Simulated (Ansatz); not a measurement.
# Lattice dynamics of PbS2 (model cell, started as rutile), part 3 of 3

Task: relax PbS2 (model cell, started as rutile), then find its harmonic phonons.

Ansatz 0.2.0; DFT PBEsol, scalar-relativistic, plane waves, PAW.

So far. Step 3 (Tight relaxation): The largest force component left is 0.026 meV/Å and the pressure is 0.000 GPa, within the tolerances set. The cell now holds 26.15 Å³/atom. Step 4 (Modes at Γ): Before it was imposed, the acoustic sum rule was missed by 3.7e-5 eV/Å². Small misses are needed for a sound result but don't prove that mesh and cutoff are converged. The lowest optical mode is imaginary, 83.0i cm⁻¹, so the energy falls along it. The relaxed cell has a = 6.281, c = 3.977 Å (conventional setting).

The structure was built from a prototype and need not be the compound's stable phase.

**5. Phonons on a q mesh**

Stability and thermal properties need the whole zone. Linear response on a 2×2×4 q mesh gives force constants as far as a supercell of that size would.

The input, input.yaml:

```yaml
crystal:
  lattice:
    - [6.2811235934, 0.0, 0.0]
    - [0.0, 6.2811235934, 0.0]
    - [0.0, 0.0, 3.9771181291]
  atoms:
    - { symbol: Pb, position: [0.0, 0.0, 0.0] }
    - { symbol: Pb, position: [0.5, 0.5, 0.5] }
    - { symbol: S, position: [0.3051114232, 0.3051114232, 0.0] }
    - { symbol: S, position: [0.6948885768, 0.6948885768, 0.0] }
    - { symbol: S, position: [0.8051114232, 0.1948885768, 0.5] }
    - { symbol: S, position: [0.1948885768, 0.8051114232, 0.5] }
kpoints:
  mp_grid: { grid: [6, 6, 8] }
hamiltonian:
  xc: pbesol
scf:
  occupations: { method: gaussian, width: 0.01 }
output:
  eigenvalues: true
phonons:
  method: dfpt
  qmesh: [2, 2, 4]
  temperatures: { t_max: 1000, t_step: 50 }
  qpath:
    path:
      - [[0.0, 0.0, 0.0], [0.0, 0.5, 0.0], [0.5, 0.5, 0.0], [0.0, 0.0, 0.0], [0.0, 0.0, 0.5], [0.0, 0.5, 0.5], [0.5, 0.5, 0.5], [0.0, 0.0, 0.5]]
      - [[0.0, 0.5, 0.0], [0.0, 0.5, 0.5]]
      - [[0.5, 0.5, 0.0], [0.5, 0.5, 0.5]]
    npoints: 10
```

Started as:

```bash
$ ansatz run input.yaml --threads 8 --pin off --max-ram 14336MiB --backend cpu --events-out ev --progress --plain --runs-dir out
```

Numbers of over 12 decimals in the logs are rounded to 6 here.

What it wrote:

```text
Warning: phonons: the dynamical matrix that this run interpolates holds no multipole term above the dipole-dipole one, and a site of this crystal is no centre of inversion, so its interpolated transverse optical and acoustic branches and sound speeds can stay off near Gamma, and the density of states and the thermodynamics with them. What a run solves at a wave vector of phonons.qpoints, Gamma apart, where the deck admits one, is free of this, and under fd what a larger phonons.supercell samples
[...]
Crystal: 6 atoms, lattice volume = 156.907 Å³
Basis set: ecut = 420 eV, 3089 PW (Γ), exchange–correlation on 96×96×60 points (8 copies of the dense FFT grid, shifted against one another)
Bands: 32, of which v1, the nominal top of the filled ones, is band 26 counted from 1 (25 counted from 0)
Symmetry: 16 space group operations
k-points: 50 of 288
[...]
SCF iter   1: F=—  HF=-27048.592904 eV  |F-HF|=—  |Δ(HF+E_count)|=         —  Δρ=4.23e-3  dr2=4.19e-2  ethr=1.77e-3  ⟨swp⟩=8.4  Hψ=8251  notcnv=0
[...]
SCF iter  10: F=-27048.581128 eV  HF=-27048.581128 eV  |F-HF|=3.64e-12  |Δ(HF+E_count)|=    0.00e0  Δρ=5.19e-8  dr2=4.07e-12  ethr=1.00e-12  ⟨swp⟩=11.9  Hψ=8825  notcnv=0
SCF 1 converged in 10 iterations: F = -27048.581128 eV  dr2 = 4.07e-12
[...]
SCF iter   1: F=—  HF=-27048.581129 eV  |F-HF|=—  |Δ(HF+E_count)|=         —  Δρ=8.83e-7  dr2=2.16e-9  ethr=1.88e-7  ⟨swp⟩=3.3  Hψ=13243  notcnv=0
eigensolver tolerance schedule: the retry pair's looser diagonalisation over-reported the residual by 45270.75 of it (diagonalisation noise at an unbounded share of the residual, at the tolerance the schedule requests for it); recorded, not acted on — ethr = c·dr2/N_el stays at c = 1.0e-1
[...]
SCF iter   2: F=—  HF=-27048.581128 eV  |F-HF|=—  |Δ(HF+E_count)|=   7.99e-7  Δρ=5.41e-7  dr2=8.95e-10  ethr=4.15e-12  ⟨swp⟩=4.1  Hψ=4705  notcnv=0
[...]
SCF iter   5: F=-27048.581128 eV  HF=-27048.581128 eV  |F-HF|=7.28e-12  |Δ(HF+E_count)|=  1.09e-11  Δρ=3.97e-8  dr2=3.65e-12  ethr=1.00e-12  ⟨swp⟩=3.7  Hψ=4854  notcnv=0
SCF 2 converged in 5 iterations: F = -27048.581128 eV  dr2 = 3.65e-12
[...]
k-points: 104 of 288 (irreducible under 2 space group operations, time reversal used)
[...]
SCF iter   4: F=-27048.581128 eV  HF=-27048.581128 eV  |F-HF|=6.91e-11  |Δ(HF+E_count)|=  4.00e-11  Δρ=1.83e-7  dr2=9.33e-11  ethr=1.00e-12  ⟨swp⟩=11.2  Hψ=14770  notcnv=0
SCF 3 converged in 4 iterations: F = -27048.581128 eV  dr2 = 9.33e-11
NSCF: frozen V_eff on 104 k-points
[...]
DFPT response loops at q = (0, 0, 0) (fractional): preconditioner auto → Resta (q_TF=auto, 2.270 Å⁻¹)  ε∞=18.8 (no band partly filled); β = 1.00, the filter's whole step (`scf.mixing.beta` (0.50) is not read by the response loops at its default; to damp them type it under 1.00, their step now; it binds the ground state too); Broyden in place of MSR1
[...]
SCF converged after 10 iterations
Free energy (F): -27048.581128 eV
[...]
Internal energy: -27048.581128 eV  (E = F + TS)
E sigma→0 (E₀):  -27048.581128 eV
Fermi energy:    5.548786 eV
[...]
--- Band table (eV; the first three rows and the last of 50) ---
  k-point 0: bands = [... 22 lower, 4.8386, 4.8386, 5.2536, 5.2536, 5.9038, 6.8601, 8.7154, 8.7154, ... 2 higher]
  k-point 1: bands = [... 22 lower, 4.2071, 5.2903, 5.2949, 5.2949, 5.7894, 7.2071, 9.3877, 9.3877, ... 2 higher]
  k-point 2: bands = [... 22 lower, 3.5576, 5.1492, 5.1492, 5.4642, 5.7662, 7.4634, 10.0561, 10.5461, ... 2 higher]
  k-point 49: bands = [... 22 lower, 4.9069, 4.9069, 5.0528, 5.0528, 5.8605, 5.8605, 10.6816, 10.6816, ... 2 higher]
--- Phonons (Γ-DFPT): 4 representative perturbations + reference (Σ response iterations 12) ---
  ASR residual: 3.837e-5 → 0.000e0 eV/Å²; symmetrization residual: 3.649e-6 eV/Å²
  ASR residual per site (eV/Å²): 3.84e-5 3.84e-5 3.43e-5 3.43e-5 3.43e-5 3.43e-5
[...]
--- Phonons (arbitrary-q DFPT): 9 irreducible q on the 2×2×4 mesh ---
  q = [0.0000, 0.0000, 0.0000] (star 1, of the zone-centre solve; hermiticity 1.09e-6, symmetrization 7.68e-12): -83.01 -83.01 -81.87 -61.85 -0.00 -0.00 0.00 30.40 95.90 95.90 190.95 190.95 203.34 241.64 241.64 248.23 276.76 298.15
  q = [0.0000, 0.0000, 0.2500] (star 2, 4 solved perturbations in 528 linear systems a pass and spin channel, the states on 160 of 288 k-point pairs; hermiticity 6.31e-7, symmetrization 7.19e-13): -86.52 -85.77 -85.77 -55.87 22.73 22.73 75.39 76.97 78.69 78.69 228.98 228.98 231.18 235.76 235.76 249.90 278.11 297.09
[...]
q = [0.0000, -0.5000, 0.0000] (star 2, 6 solved perturbations on 100 of 288 k-point pairs; hermiticity 1.59e-6, symmetrization 8.39e-13): -80.55 -80.55 -59.15 -59.15 22.83 22.83 70.82 70.82 73.59 73.59 185.58 185.58 232.91 232.91 236.99 236.99 289.79 289.79
[...]
sum rule: each row above includes the acoustic sum rule's correction from the zone centre's row sums; it moved no ω² by more than (0.54 cm⁻¹)²
  mesh force constants: q→R imaginary residual 4.38e-18; ASR residual 3.837e-5 → 0.000e0 eV/Å²; symmetrization residual 5.329e-15 eV/Å²
  interpolated dispersion: 93 rows × 18 modes
  density of states and harmonic sums: on the 10×10×16 q-mesh, interpolated from the force constants of a 2×2×4 supercell (no non-analytic term)
  largest difference from the sums on the solved wave vectors: F 4.95e-2 eV, S 6.51e-5 and C_V 1.56e-5 eV/K
  zero-point energy: 0.143809 eV/cell   skipped modes (ω ≤ 0): 760, of them read as no rigid motion or as one in doubt: 757 (4.005e0 modes/cell left out, lowest -92.02 cm⁻¹)   left out of the sums: 2.23e-1 of the cell's modes: C_V's classical limit lies that fraction below 3 k_B per atom; for a crystal, a wire or a layer, F and S can be off by more, and a phonons.interpolated_qmesh denser along its periods is the remedy for the sampling
```

Run time: 10 min. Hardware: 8 threads of Arm Neoverse N1, shared host; peak memory 2.3 GiB.

Numbers from this step:

- sum-rule residual before enforcement: 3.84e-5 eV/Å²
- lowest frequency on the path: -92.02 cm⁻¹
- highest frequency on the path or at a solved wavevector: 298.1 cm⁻¹
- lowest mode on the q mesh (acoustic modes at Γ apart): -91.17 cm⁻¹

Frequencies (cm⁻¹) solved at each irreducible wavevector; negative means imaginary. Frequencies by wavevector, by row:

```csv
q in reciprocal lattice units,star,mode 1,mode 2,mode 3,mode 4,mode 16,mode 17,mode 18
0 0 0,1,-83,-83,-81.9,-61.9,248.2,276.8,298.1
0 0 0.25,2,-86.5,-85.8,-85.8,-55.9,249.9,278.1,297.1
0 0 -0.5,1,-85.1,-85.1,-83,-83,250.5,290.6,290.6
0 -0.5 0,2,-80.5,-80.5,-59.1,-59.1,237,289.8,289.8
0 -0.5 0.25,4,-80.2,-80.2,-68.5,-68.5,250.8,291.6,291.6
0 -0.5 -0.5,2,-85.9,-85.9,-65.6,-65.6,254.2,292.9,292.9
-0.5 -0.5 0,1,-91.2,-91.2,-88.9,-88.9,242.3,282.2,282.2
-0.5 -0.5 0.25,2,-87.4,-87.4,-81,-81,233.6,289.7,289.7
-0.5 -0.5 -0.5,1,-83.7,-83.7,-62.3,-62.3,244.3,293.3,293.3
```

Interpolated from a 2×2×4 q mesh, without the LO-TO term. Phonon branches along the path, in cm⁻¹:

```csv
point,branch 1,branch 2,branch 3,branch 4,branch 15,branch 16,branch 17,branch 18
Γ,-83,-83,-82,-62,242,248,277,298
X,-80,-80,-59,-59,237,237,290,290
M,-91,-91,-89,-89,242,242,282,282
Γ,-83,-83,-82,-62,242,248,277,298
Z,-85,-85,-83,-83,250,250,291,291
R,-86,-86,-66,-66,254,254,293,293
A,-84,-84,-62,-62,244,244,293,293
Z,-85,-85,-83,-83,250,250,291,291
jump to X,-80,-80,-59,-59,237,237,290,290
R,-86,-86,-66,-66,254,254,293,293
jump to M,-91,-91,-89,-89,242,242,282,282
A,-84,-84,-62,-62,244,244,293,293
```

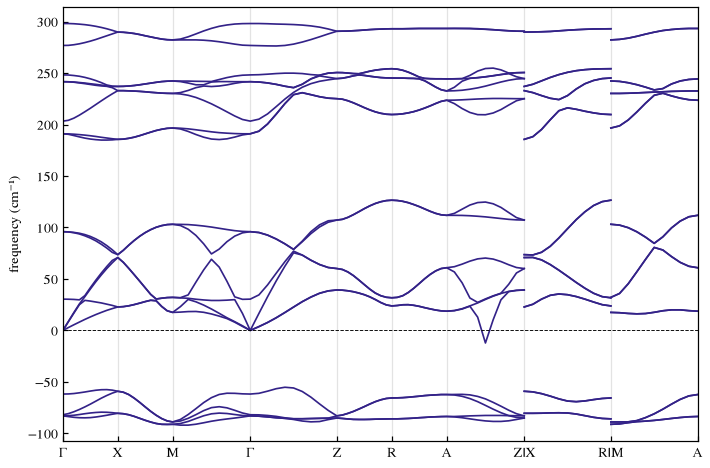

Phonon branches along the path.

The phonon density of states has structure finer than the step of the table below, so its rows give means over 25 cm⁻¹, whole bins alone (the curve runs from -92.5 to 298 cm⁻¹). Peaks (cm⁻¹: height): -82.5: 0.276, 27.5: 0.143, 62.5: 0.0819, 92.5: 0.0745, 242.5: 0.204, 292.5: 0.183.

Tetrahedra on a 10×10×16 mesh, mean over bins of 5 cm-1. Interpolated from a 2×2×4 q mesh. Table of phonon density of states by wavenumber; means over each step:

```csv
wavenumber (cm⁻¹),phonon density of states (1/cm⁻¹/cell)
-75,0.132
-50,0.0109
-25,0
0,0.00193
25,0.0863
50,0.0484
75,0.0393
100,0.0488
125,0.0153
150,0
175,0.00201
200,0.0333
225,0.103
250,0.102
275,0.0237
```

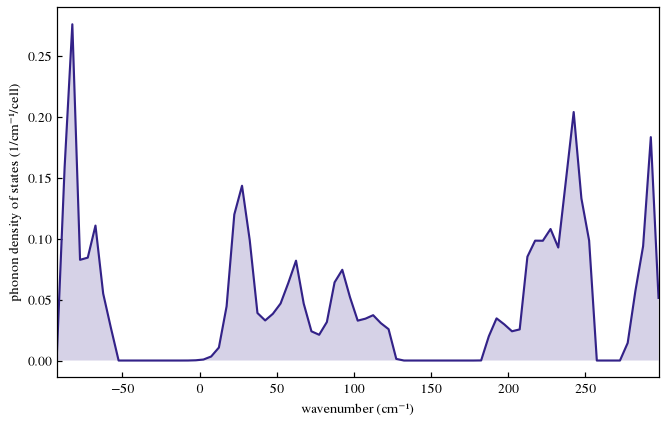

Phonon density of states, plotted against wavenumber.

The partial phonon density of states has structure finer than the step of the table below, so its rows give means over 25 cm⁻¹, whole bins alone (the curve runs from -102 to 317 cm⁻¹). Peaks (cm⁻¹: height): Pb 27.1: 0.114, 64.0: 0.0633, 90.4: 0.0637, 240.7: 0.0146; S -83.6: 0.217, 240.7: 0.168, 293.4: 0.139.

Phonopy on the run's constants, 9x9x15 mesh, Gaussian sigma 3.0 cm-1. Interpolated from a 2×2×4 q mesh. Partial phonon density of states against wavenumber; means over each step; values in 1/cm⁻¹/cell:

```csv
wavenumber (cm⁻¹),Pb,S
-75,0.00645,0.121
-50,2.2e-4,0.0121
-25,8.6e-6,5.0e-7
0,0.00242,4.3e-4
25,0.0742,0.0113
50,0.0408,0.00527
75,0.0387,0.00377
100,0.0442,0.00323
125,0.0152,4.1e-4
150,1.2e-7,0
175,1.1e-4,0.00265
200,0.00126,0.0323
225,0.00654,0.0961
250,0.00665,0.0944
275,5.7e-4,0.0245
300,0.00186,0.0530
```

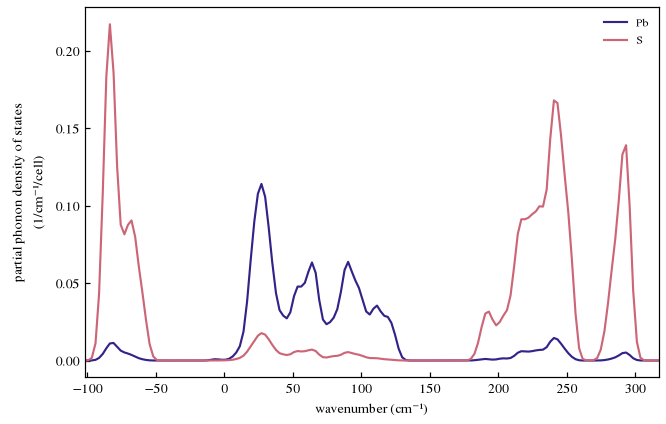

Partial phonon density of states against wavenumber.

Symmetry leaves 9 wavevectors to solve. The lowest mode among them, the acoustic zeros apart, lies at q = (-0.5, -0.5, 0) and is imaginary, 91.2i cm⁻¹, so the energy falls along it.

**6. What came out**

| Property | Result |
| --- | --- |
| space group after relaxation (within 0.01 Å) | P4_2/mnm |
| volume per atom | 26.2 Å³ |
| gap on the k-mesh | 0.170 eV |
| highest optical mode at the zone centre (no LO-TO term) | 298 cm⁻¹ |
| lowest optical zone-centre mode | -83.0 cm⁻¹ |
| lowest mode on the q mesh (acoustic modes at Γ apart) | -91.2 cm⁻¹ |
| highest frequency on the path or at a solved wavevector | 298 cm⁻¹ |
| imaginary modes on the 2×2×4 q mesh | yes |

What this shows: Modes are clearly imaginary (beyond 10i cm⁻¹) at 9 of the 9 irreducible wavevectors, most at q = (-0.5, -0.5, 0) (91.2i cm⁻¹), so this structure is not a minimum of the energy. Without the field, the optical modes at Γ span -83 to 298 cm⁻¹ (negative means imaginary). The highest mode in this list at Γ, 298.1 cm⁻¹, is mostly motion of S (100 % of the kinetic energy). Where the field response was not run the interpolation lacks the dipole term, so the LO-TO splitting is missing from branches, density of states and sums. Spin-orbit coupling is left out, which can matter for the heavy elements here. The starting cell was built on a prototype and not taken from a measurement, so the phase need not exist. These are harmonic frequencies at zero temperature: anharmonic shifts, linewidths and thermal expansion are left out.

[Logs are printed without paths, hosts, clocks, repeated set-up lines and the standing remarks that a program may print on its own settings, such as how far it seeks lower states.]

[Hosts, paths, dates, database ids (printed as entryN), source tags and the programs' standing remarks are cut or masked in the printed files.]
